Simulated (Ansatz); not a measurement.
**InH3+ (doublet): one geometry, many settings at distance In1–H3 = 2.342 Å**

Aim: run InH3+ (doublet) at one geometry under a spread of methods and options, and see what each costs and gives.

Computed with Ansatz 0.2.0, Gaussian basis. Level: the settings change from run to run.

39 further runs of the same task are left out: 21 for a known fault of the program, 15 that didn't finish, 3 set aside as unsound or not needed.

**1. What is computed**

The geometry derives from a PBE0/def2-TZVP stationary point (not a proven minimum). One bond is set to the value named and the two fragments are kept rigid. No spin-orbit coupling is included. Elements past krypton take def2 core potentials.

4 atoms, charge 1, spin multiplicity 2.

Atoms are counted from 1 here; the program's logs count them from 0.

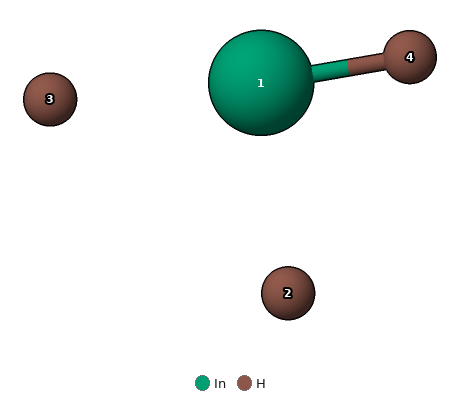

The structure; indium teal, hydrogen brown; atoms are numbered from 1 in the order of the file.

**2. CASCI(3,7)/def2-SVP**

in.yaml

```yaml
crystal:
  periodic: [false, false, false]
  atoms:
    - {symbol: In, position_ang: [0.000000, -0.018357, 0.006297]}
    - {symbol: H, position_ang: [0.000000, 2.333482, -0.062691]}
    - {symbol: H, position_ang: [0.000000, -0.194515, -2.329068]}
    - {symbol: H, position_ang: [0.000000, -0.047903, 1.674419]}
basis:
  gaussian: {orbitals: def2-SVP}
total_charge: 1
magnetization: {spin_polarized: false, initial_magnetization: 1}
correlation: {active_space: {window: {electrons: 3, orbitals: 7}, fixed_orbitals: true, states: [{multiplicity: 2, weights: [1, 1, 1, 1]}, {multiplicity: 4, weights: [1]}]}}
```

The run is started by

```console
$ ansatz run in.yaml --threads 1 --pin off --events-out ev --progress --plain --max-ram 2393MiB
```

Standard output:

```text
Functional definition: HF
  name "HF"
  cite "Fock, Z. Phys. 61, 126 (1930) doi:10.1007/BF01340294"
  parent pbe
  exchange = exact_x
  correlation = 0
864 factors; integrals over basis functions are off by at most 2.5e-7 eV
mean field evaluation 1: about -5183.3895 eV, gradient 7.4e0 eV
mean field evaluation 2: about -5183.4054 eV, gradient 7.4e0 eV
mean field evaluation 4: about -5184.4995 eV, gradient 1.4e0 eV
mean field evaluation 8: about -5184.5150 eV, gradient 2.8e-1 eV
mean field evaluation 16: about -5184.5160 eV, gradient 1.1e-6 eV
mean field -5184.51597522 eV, -190.5274478982 hartree, gradient 1.1e-6 eV, S^2 0.750000; 0 other end points of the search recorded, 0 dependent functions left out
reference -5184.51597522 eV, -190.5274478982 hartree; 12, 11 occupied and 29, 30 virtual orbitals, 864 factors
state -5185.06619942 eV, -190.5476682647 hartree
state -5182.37507078 eV, -190.4487711111 hartree
state -5180.64707820 eV, -190.3852685550 hartree
state -5179.79963007 eV, -190.3541254110 hartree
state -5181.90957021 eV, -190.4316642806 hartree
Total energy: -5181.95950974 eV, -190.4334995245 hartree
```

Run time: 0.51 s. Hardware: 1 thread of Intel Xeon 6975P-C, shared host.

From the report: 96 determinants; active occupations (of the averaged states) 1.21, 1.08, 0.43, 0.20, 0.08, 0.00, 0.00.

**3. CASSCF(1,3)/def2-SVP**

Edit in.yaml of step 2 so:

```diff
@@ -11,2 +11,3 @@
 magnetization: {spin_polarized: false, initial_magnetization: 1}
-correlation: {active_space: {window: {electrons: 3, orbitals: 7}, fixed_orbitals: true, states: [{multiplicity: 2, weights: [1, 1, 1, 1]}, {multiplicity: 4, weights: [1]}]}}
+correlation: {active_space: {window: {electrons: 1, orbitals: 3}, states: [{multiplicity: 2, weights: [0.5, 0.5, 1]}], root: 1}}
+accuracy: high
```

Same command.

Standard output:

```text
Functional definition: HF
  name "HF"
  cite "Fock, Z. Phys. 61, 126 (1930) doi:10.1007/BF01340294"
  parent pbe
  exchange = exact_x
  correlation = 0
955 factors; integrals over basis functions are off by at most 2.9e-9 eV
mean field evaluation 1: about -5183.4027 eV, gradient 7.4e0 eV
mean field evaluation 2: about -5183.4060 eV, gradient 7.4e0 eV
mean field evaluation 4: about -5184.5003 eV, gradient 1.4e0 eV
mean field evaluation 8: about -5184.5160 eV, gradient 2.2e-3 eV
mean field -5184.51597525 eV, -190.5274478992 hartree, gradient 9.9e-8 eV, S^2 0.750000; 0 other end points of the search recorded, 0 dependent functions left out
reference -5184.51597525 eV, -190.5274478992 hartree; 12, 11 occupied and 29, 30 virtual orbitals, 955 factors
state -5183.25608258 eV, -190.4811476977 hartree
state -5177.83038867 eV, -190.2817571241 hartree
state -5177.05671809 eV, -190.2533252548 hartree
Total energy: -5177.83038867 eV, -190.2817571241 hartree
```

Run time: 0.94 s. Hardware: 1 thread of Intel Xeon 6975P-C, shared host.

From the report: 3 determinants; active occupations (of the averaged states) 0.50, 0.25, 0.25.

**4. CCSD(T)/def2-SVPD**

in.yaml

```yaml
crystal:
  periodic: [false, false, false]
  atoms:
    - {symbol: In, position_ang: [0.000000, -0.018357, 0.006297]}
    - {symbol: H, position_ang: [0.000000, 2.333482, -0.062691]}
    - {symbol: H, position_ang: [0.000000, -0.194515, -2.329068]}
    - {symbol: H, position_ang: [0.000000, -0.047903, 1.674419]}
basis:
  gaussian: {orbitals: def2-SVPD}
total_charge: 1
magnetization: {spin_polarized: true, initial_magnetization: 1}
hamiltonian: {xc: {name: PBE}}
correlation: {method: ccsd_t, electrons: outside_noble_gas}
scf: {omitted_lower_state_checks: [cluster_reference]}
```

Launched as before.

Standard output (excerpt; [...] marks lines left out):

```text
Functional definition: PBE
  name "PBE"
  cite "Perdew, Burke & Ernzerhof, Phys. Rev. Lett. 77, 3865 (1996) doi:10.1103/PhysRevLett.77.3865"
  parent pbe
[...]
663 factors; integrals over basis functions are off by at most 3.5e-4 eV
[...]
mean field -5210.34714249 eV, -191.4767257863 hartree, gradient 5.1e-6 eV, S^2 0.759072; 3 other end points of the search recorded, 0 dependent functions left out
9 core orbitals not correlated: weight in the atoms' cores, before any rotation towards them, 0.994 or more for the frozen orbitals, at most 0.003 for the correlated occupied ones
reference -5183.83949750 eV, -190.5025878004 hartree; 3, 2 occupied and 44, 45 virtual orbitals, 663 factors
second order -1.75297845 eV of doubles, -0.38300437 eV of singles
cycle   1  -2.47228853 eV  change   -3.4e-1 eV  update   7.1e-2
[...]
cycle  17  -2.71884369 eV  change    3.9e-7 eV  update   1.8e-6
perturbative correction -0.04790372 eV, -0.0017604291 hartree
Total energy: -5186.60624490 eV, -190.6042638922 hartree
Checks for a lower state left out: cluster_reference
```

It took 2.4 s on 1 thread of Intel Xeon 6975P-C, shared host.

From the report: ⟨S²⟩ of the determinant 0.759 (pure doublet: 0.75); correlation -2.7667 eV; T1 0.047; largest double amplitude 0.17. The orbitals are Kohn-Sham ones, so correlation energy and T1 don't compare with those on Hartree-Fock orbitals.

**5. NEVPT2(5,7)/def2-SVP**

in.yaml

```yaml
crystal:
  periodic: [false, false, false]
  atoms:
    - {symbol: In, position_ang: [0.000000, -0.018357, 0.006297]}
    - {symbol: H, position_ang: [0.000000, 2.333482, -0.062691]}
    - {symbol: H, position_ang: [0.000000, -0.194515, -2.329068]}
    - {symbol: H, position_ang: [0.000000, -0.047903, 1.674419]}
basis:
  gaussian: {orbitals: def2-SVP}
total_charge: 1
magnetization: {spin_polarized: false, initial_magnetization: 1}
correlation: {method: sc_nevpt2, electrons: valence, active_space: {window: {electrons: 5, orbitals: 7}, states: [{multiplicity: 2, weights: [1, 1]}, {multiplicity: 4, weights: [1]}]}}
scf: {lower_state_search: off}
output: {forces: true}
```

Same command.

Standard output (excerpt; [...] marks lines left out):

```text
Functional definition: HF
  name "HF"
  cite "Fock, Z. Phys. 61, 126 (1930) doi:10.1007/BF01340294"
  parent pbe
[...]
864 factors; integrals over basis functions are off by at most 2.5e-7 eV
[...]
mean field -5184.51597522 eV, -190.5274478982 hartree, gradient 1.1e-6 eV, S^2 0.750000; 0 other end points of the search recorded, 0 dependent functions left out
reference -5184.51597522 eV, -190.5274478982 hartree; 12, 11 occupied and 29, 30 virtual orbitals, 864 factors
state -5186.04454765 eV, -190.5836218990 hartree
state -5184.21084215 eV, -190.5162344647 hartree
state -5186.04454765 eV, -190.5836218990 hartree; corrected -5187.24053968 eV, -190.6275737953 hartree
state -5184.21084215 eV, -190.5162344647 hartree; corrected -5185.31952573 eV, -190.5569778349 hartree
state -5183.59120374 eV, -190.4934631730 hartree
state -5183.59120374 eV, -190.4934631730 hartree; corrected -5184.66688024 eV, -190.5329935553 hartree
[...]
Total energy: -5185.74231522 eV, -190.5725150618 hartree
Atom 0 at     0.000000    -0.018357     0.006297 Å, force    -0.000000     0.791340    -1.384467 eV/Å
Atom 1 at     0.000000     2.333482    -0.062691 Å, force    -0.000000    -0.417145    -0.066723 eV/Å
Atom 2 at     0.000000    -0.194515    -2.329068 Å, force     0.000000    -0.104979    -0.168182 eV/Å
Atom 3 at     0.000000    -0.047903     1.674419 Å, force     0.000000    -0.269216     1.619373 eV/Å
Dipole moment:    -0.000000     0.002305    -0.108634 e Å
Checks for a lower state left out: stability, starts, cluster_reference, orbital_swaps, neighbouring_geometries, increment
```

It took 2.6 s on 1 thread of Intel Xeon 6975P-C, shared host.

From the report: 390 determinants; active occupations (of the averaged states) 1.94, 1.30, 1.12, 0.55, 0.04, 0.03, 0.02.

**6. CCSD on ROHF/def2-SVP**

Edit in.yaml of step 5 so:

```diff
@@ -11,4 +11,2 @@
 magnetization: {spin_polarized: false, initial_magnetization: 1}
-correlation: {method: sc_nevpt2, electrons: valence, active_space: {window: {electrons: 5, orbitals: 7}, states: [{multiplicity: 2, weights: [1, 1]}, {multiplicity: 4, weights: [1]}]}}
-scf: {lower_state_search: off}
-output: {forces: true}
+correlation: {method: ccsd, electrons: outside_noble_gas}
```

The command is unchanged.

Standard output (excerpt; [...] marks lines left out):

```text
Functional definition: HF
  name "HF"
  cite "Fock, Z. Phys. 61, 126 (1930) doi:10.1007/BF01340294"
  parent pbe
[...]
492 factors; integrals over basis functions are off by at most 6.8e-4 eV
[...]
mean field -5184.51592185 eV, -190.5274459368 hartree, gradient 2.4e-6 eV, S^2 0.750000; 1 other end points of the search recorded, 0 dependent functions left out
[...]
determinant -5184.51592185 eV, -190.5274459368 hartree, with singles and doubles -5186.66531072 eV, -190.6064345208 hartree
determinant -5181.26589809 eV, -190.4080097667 hartree, with singles and doubles -5184.46182364 eV, -190.5254578644 hartree
determinant -5184.51592185 eV, -190.5274459368 hartree, with singles and doubles -5186.63450211 eV, -190.6053023253 hartree
determinant -5181.26589809 eV, -190.4080097667 hartree, with singles and doubles -5184.44252625 eV, -190.5247486985 hartree
9 core orbitals not correlated: weight in the atoms' cores, before any rotation towards them, 0.996 or more for the frozen orbitals, at most 0.002 for the correlated occupied ones
reference -5184.51592185 eV, -190.5274459368 hartree; 3, 2 occupied and 29, 30 virtual orbitals, 492 factors
second order -1.44116053 eV of doubles, -0.00756987 eV of singles
cycle   1  -2.11846406 eV  change    1.2e-4 eV  update   1.9e-3
[...]
cycle  11  -2.11953597 eV  change   -2.2e-6 eV  update   3.5e-6
Total energy: -5186.63545782 eV, -190.6053374469 hartree
```

Run time: 1.1 s. Hardware: 1 thread of Intel Xeon 6975P-C, shared host.

From the report: correlation -2.1195 eV; T1 0.031; largest double amplitude 0.18.

**7. CCSD(T) on ROHF/def2-SVP**

Edit in.yaml of step 6 so:

```diff
@@ -11,2 +11,2 @@
 magnetization: {spin_polarized: false, initial_magnetization: 1}
-correlation: {method: ccsd, electrons: outside_noble_gas}
+correlation: {method: ccsd_t, electrons: valence}
```

Same command.

Standard output (excerpt; [...] marks lines left out):

```text
Functional definition: HF
  name "HF"
  cite "Fock, Z. Phys. 61, 126 (1930) doi:10.1007/BF01340294"
  parent pbe
[...]
492 factors; integrals over basis functions are off by at most 6.8e-4 eV
[...]
mean field -5184.51592185 eV, -190.5274459368 hartree, gradient 2.4e-6 eV, S^2 0.750000; 1 other end points of the search recorded, 0 dependent functions left out
[...]
determinant -5184.51592185 eV, -190.5274459368 hartree, with singles and doubles -5187.37189269 eV, -190.6324009294 hartree
determinant -5181.26589809 eV, -190.4080097667 hartree, with singles and doubles -5185.18058219 eV, -190.5518717539 hartree
determinant -5184.51592185 eV, -190.5274459368 hartree, with singles and doubles -5187.38153116 eV, -190.6327551366 hartree
determinant -5181.26589809 eV, -190.4080097667 hartree, with singles and doubles -5185.17113942 eV, -190.5515247383 hartree
4 core orbitals not correlated: weight in the atoms' cores, before any rotation towards them, 1.000 or more for the frozen orbitals, at most 0.000 for the correlated occupied ones
reference -5184.51592185 eV, -190.5274459368 hartree; 8, 7 occupied and 29, 30 virtual orbitals, 492 factors
second order -2.14030788 eV of doubles, -0.00796015 eV of singles
cycle   1  -2.86583530 eV  change   -2.3e-4 eV  update   2.1e-3
[...]
cycle  11  -2.86751120 eV  change   -4.3e-6 eV  update   4.6e-6
perturbative correction -0.08647287 eV, -0.0031778193 hartree
Total energy: -5187.46990592 eV, -190.6360028491 hartree
```

Wall time 2 s (1 thread of Intel Xeon 6975P-C, shared host).

From the report: correlation -2.9540 eV; T1 0.020; largest double amplitude 0.18.

**8. CCSD on ROHF/def2-SVP**

Edit in.yaml of step 7 so:

```diff
@@ -11,2 +11,3 @@
 magnetization: {spin_polarized: false, initial_magnetization: 1}
-correlation: {method: ccsd_t, electrons: valence}
+correlation: {method: ccsd, electrons: all, diis_vectors: 2}
+scf: {omitted_lower_state_checks: [cluster_reference]}
```

The command is unchanged.

Standard output (excerpt; [...] marks lines left out):

```text
Functional definition: HF
  name "HF"
  cite "Fock, Z. Phys. 61, 126 (1930) doi:10.1007/BF01340294"
  parent pbe
[...]
492 factors; integrals over basis functions are off by at most 6.8e-4 eV
[...]
mean field -5184.51592185 eV, -190.5274459368 hartree, gradient 2.4e-6 eV, S^2 0.750000; 0 other end points of the search recorded, 0 dependent functions left out
reference -5184.51592185 eV, -190.5274459368 hartree; 12, 11 occupied and 29, 30 virtual orbitals, 492 factors
second order -2.56369198 eV of doubles, -0.00796552 eV of singles
cycle   1  -2.92832786 eV  change   -3.6e-1 eV  update   7.8e-2
[...]
cycle  20  -3.27561661 eV  change   -3.0e-6 eV  update   2.6e-5
Total energy: -5187.79153846 eV, -190.6478226269 hartree
Checks for a lower state left out: cluster_reference
```

Run time: 1.3 s. Hardware: 1 thread of Intel Xeon 6975P-C, shared host.

From the report: correlation -3.2756 eV; T1 0.016; largest double amplitude 0.18.

**9. CCSD on UHF/def2-SVP**

Edit in.yaml of step 8 so:

```diff
@@ -10,4 +10,4 @@
 total_charge: 1
-magnetization: {spin_polarized: false, initial_magnetization: 1}
-correlation: {method: ccsd, electrons: all, diis_vectors: 2}
-scf: {omitted_lower_state_checks: [cluster_reference]}
+magnetization: {spin_polarized: true, initial_magnetization: 1}
+correlation: {method: ccsd, electrons: all}
+scf: {lower_state_search: off}
```

The command is unchanged.

Standard output (excerpt; [...] marks lines left out):

```text
Functional definition: HF
  name "HF"
  cite "Fock, Z. Phys. 61, 126 (1930) doi:10.1007/BF01340294"
  parent pbe
[...]
492 factors; integrals over basis functions are off by at most 6.8e-4 eV
[...]
mean field -5184.77388916 eV, -190.5369260606 hartree, gradient 3.0e-6 eV, S^2 1.178451; 0 other end points of the search recorded, 0 dependent functions left out
reference -5184.77388916 eV, -190.5369260606 hartree; 12, 11 occupied and 29, 30 virtual orbitals, 492 factors
second order -2.14811953 eV of doubles, -0.00000000 eV of singles
cycle   1  -2.42604102 eV  change   -2.8e-1 eV  update   7.3e-2
[...]
cycle  16  -2.99749196 eV  change    2.7e-5 eV  update   1.0e-5
Total energy: -5187.77138112 eV, -190.6470818583 hartree
Checks for a lower state left out: stability, starts, cluster_reference, orbital_swaps, neighbouring_geometries, increment
```

It took 1.1 s on 1 thread of Intel Xeon 6975P-C, shared host.

From the report: ⟨S²⟩ of the determinant 1.178 (pure doublet: 0.75); correlation -2.9975 eV; T1 0.046; largest double amplitude 0.18.

**10. CCSD/def2-SVP**

Edit in.yaml of step 9 so:

```diff
@@ -10,4 +10,6 @@
 total_charge: 1
-magnetization: {spin_polarized: true, initial_magnetization: 1}
-correlation: {method: ccsd, electrons: all}
-scf: {lower_state_search: off}
+magnetization: {spin_polarized: false, initial_magnetization: 1}
+hamiltonian: {xc: {name: PBE}}
+correlation: {method: ccsd, electrons: valence}
+accuracy: high
+scf: {lower_state_search: full}
```

The command is unchanged.

Standard output (excerpt; [...] marks lines left out):

```text
Functional definition: PBE
  name "PBE"
  cite "Perdew, Burke & Ernzerhof, Phys. Rev. Lett. 77, 3865 (1996) doi:10.1103/PhysRevLett.77.3865"
  parent pbe
[...]
955 factors; integrals over basis functions are off by at most 2.9e-9 eV
[...]
mean field -5210.30774170 eV, -191.4752778341 hartree, gradient 2.2e-8 eV, S^2 0.750000; 4 other end points of the search recorded, 0 dependent functions left out
4 core orbitals not correlated: weight in the atoms' cores, before any rotation towards them, 1.000 or more for the frozen orbitals, at most 0.000 for the correlated occupied ones
reference -5183.76695964 eV, -190.4999220834 hartree; 8, 7 occupied and 29, 30 virtual orbitals, 955 factors
second order -2.58317309 eV of doubles, -0.52690306 eV of singles
cycle   1  -3.32991887 eV  change   -2.2e-1 eV  update   7.6e-2
[...]
cycle  30  -3.60232403 eV  change  -5.8e-10 eV  update   1.4e-9
Total energy: -5187.36928367 eV, -190.6323050497 hartree
```

Run time: 5.5 s. Hardware: 1 thread of Intel Xeon 6975P-C, shared host.

From the report: correlation -3.6023 eV; T1 0.029; largest double amplitude 0.17. The orbitals are Kohn-Sham ones, so correlation energy and T1 don't compare with those on Hartree-Fock orbitals.

**11. All runs side by side**

Where basis and cores are those of an earlier FCI/def2-SVP run (-5186.6983 eV), and the state is the same kind, the miss against it is given.

| level | correlated | functions | energy (eV) | from FCI (meV) | time |
| --- | --- | --- | --- | --- | --- |
| CASCI(3,7)/def2-SVP (mean of several states) |  | 41 | -5181.9595 |  | 0.51 s |
| CASSCF(1,3)/def2-SVP (excited root 1 of an average) |  | 41 | -5177.8304 |  | 0.94 s |
| CCSD(T)/def2-SVPD (on PBE orbitals) | outside noble gas | 56 | -5186.6062 |  | 2.4 s |
| NEVPT2(5,7)/def2-SVP (mean of several states) | valence | 41 | -5185.7423 |  | 2.6 s |
| CCSD on ROHF/def2-SVP | outside noble gas | 41 | -5186.6355 | 62.8 | 1.1 s |
| CCSD(T) on ROHF/def2-SVP | valence | 41 | -5187.4699 |  | 2 s |
| CCSD on ROHF/def2-SVP | all | 41 | -5187.7915 |  | 1.3 s |
| CCSD on UHF/def2-SVP | all | 41 | -5187.7714 |  | 1.1 s |
| CCSD/def2-SVP (on PBE orbitals) | valence | 41 | -5187.3693 |  | 5.5 s |

**12. Outcome**

| quantity | value |
| --- | --- |
| runs | 9 |
| quickest | CASCI(3,7)/def2-SVP (mean of several states), 0.51 s |
| slowest | CCSD/def2-SVP (on PBE orbitals), 5.5 s |

In words: Total energies in different bases, with other cores or another treatment of relativity can't be set against each other. CCSD/def2-SVP (on PBE orbitals) took 11 times as long as CASCI(3,7)/def2-SVP (mean of several states); the jobs differ in more than the method.
